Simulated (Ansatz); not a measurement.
## Electronic structure of SiH4···FH2Si (doublet) in real space

Input file:

```
crystal:
  periodic: [false, false, false]
  atoms:
    - { symbol: H, position_ang: [0.416659, 0.179032, 1.030121] }
    - { symbol: Si, position_ang: [0.092077, -1.94375, -0.642287] }
    - { symbol: F, position_ang: [-0.622066, -0.612545, -1.317894] }
    - { symbol: Si, position_ang: [-0.021719, 1.551146, 0.831888] }
    - { symbol: H, position_ang: [-0.813939, -3.135147, -0.907971] }
    - { symbol: H, position_ang: [1.44841, -2.119035, -1.30209] }
    - { symbol: H, position_ang: [-1.509428, 1.581627, 0.628155] }
    - { symbol: H, position_ang: [0.330764, 2.367306, 2.050767] }
    - { symbol: H, position_ang: [0.678943, 2.131467, -0.370589] }
magnetization:
  spin_polarized: true
  initial_magnetization: 1
basis:
  gaussian: { orbitals: def2-SVP }
hamiltonian:
  xc: pbe
relax:
  f_tol: 0.03
  max_steps: 50
output:
  orbitals: {}
```

Command:

```sh
ansatz run input.yaml --threads 2 --pin off --max-ram 3072MiB --backend cpu --events-out ev --progress --plain --runs-dir out
```

The fields are those of the run's last geometry, not of the input's.

Level of theory: Ansatz, UKS PBE/def2-SVP.

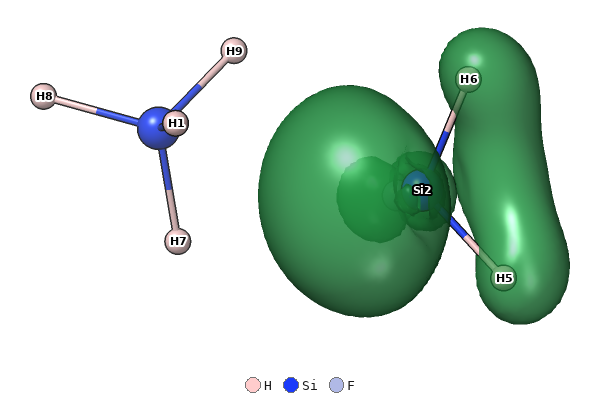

Figure 1. Isosurfaces of the spin density at +0.015 (green) and −0.015 e/Å³ (red), seen at a tilt.

> Where is the unpaired spin?

The unpaired spin (1 electron) lies mostly on Si2 (about 0.8), in electrons by Hirshfeld's partition. Only one sign reaches the isovalue.

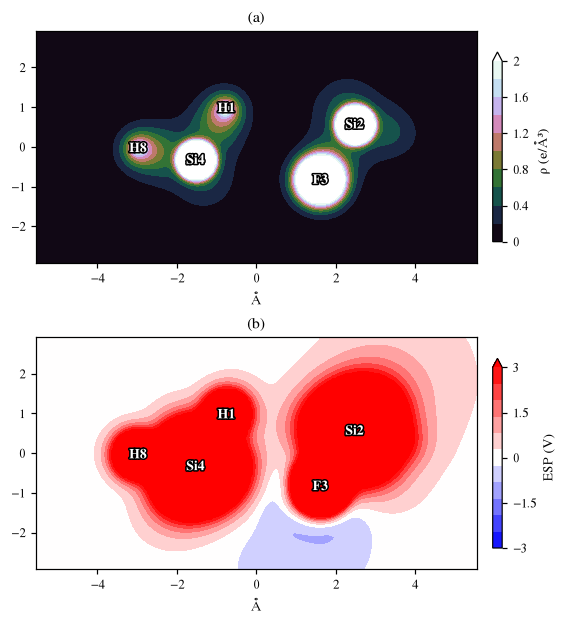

Figure 2. (a) total electron density; (b) electrostatic potential on the plane of atoms H1, Si4 and H8.

> Describe what can be read from this map.

- The section cuts through H, Si and F sites.
- Si4···F3 (3.16 Å): the density falls to about 0.05 e/Å³ on the way; a non-bonded, intermolecular contact.
- Si–F (1.65 Å): ρ is about 0.93 e/Å³ halfway.
- Si–H (1.51 Å): the density is about 0.74 e/Å³ at the midpoint.
- Outside the dense part of the complex the potential is most negative (−0.9 V) near F3.

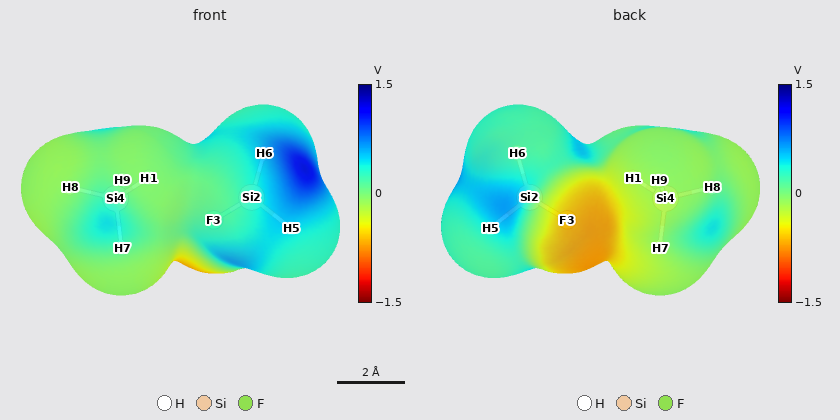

Figure 3. The electrostatic potential painted on the density surface at 0.001 e/bohr³, seen from the front and from behind; red is negative and blue positive.

> Where is the surface potential most negative and most positive?

The most negative region (about −0.8 V) lies over F3, the most positive (about +1.1 V) over Si2.
